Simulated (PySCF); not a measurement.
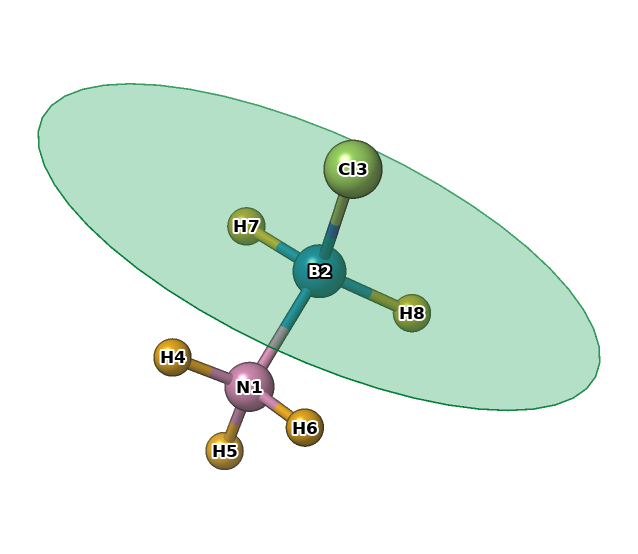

A disc through the centre of mass is drawn in. Depth is shown by fading: the farther an atom, the more it takes the colour of the background. Computed geometry: PBE0-D3(BJ)/def2-SVP optimisation. No frequency run is at hand to confirm it as a minimum.

**Is the plane of the disc a mirror plane of the structure?**

No. The point group is Cs, with 1 mirror plane, and this plane isn't one of its mirror planes.
